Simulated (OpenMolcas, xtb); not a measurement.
# A ladder of methods for SiH2 (SMILES [SiH2])

SiH2 has 3 atoms, charge 0, and is taken as a singlet. As SMILES, `[SiH2]`. The coordinates come from a PBE0-D4/def2-TZVP relaxation.

```xyz
3

Si   -0.4912    0.4686   -0.2136
H     0.8403    0.5786    0.5225
H    -0.3491   -1.0472   -0.3089
```

Each level gives the electronic atomisation energy (eV). The values are calculated. Electronic energies at fixed atoms, without zero-point motion or spin-orbit coupling.

```csv
level,kind,program,value (eV)
GFN1-xTB,semi-empirical,xtb,10.98
HF/aug-cc-pVTZ,Hartree–Fock,OpenMolcas,4.74
SVWN5/aug-cc-pVTZ,LDA,OpenMolcas,7.17
PBE/aug-cc-pVTZ,GGA,OpenMolcas,6.38
r2SCAN/aug-cc-pVTZ,meta-GGA,OpenMolcas,6.43
BHLYP/aug-cc-pVTZ,global hybrid,OpenMolcas,6.53
```

The values span 4.74 to 10.98 eV. The xTB rows lack spin polarisation, so open shells miss the exchange term that lowers them.

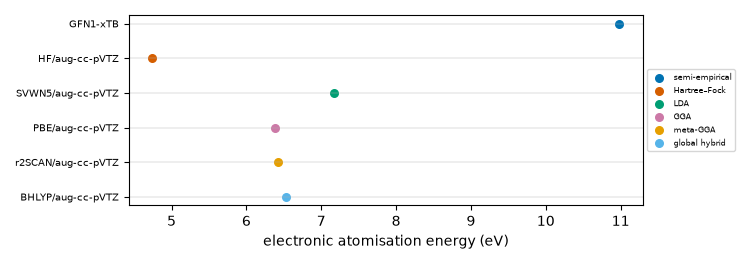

The values of the table, level by level.
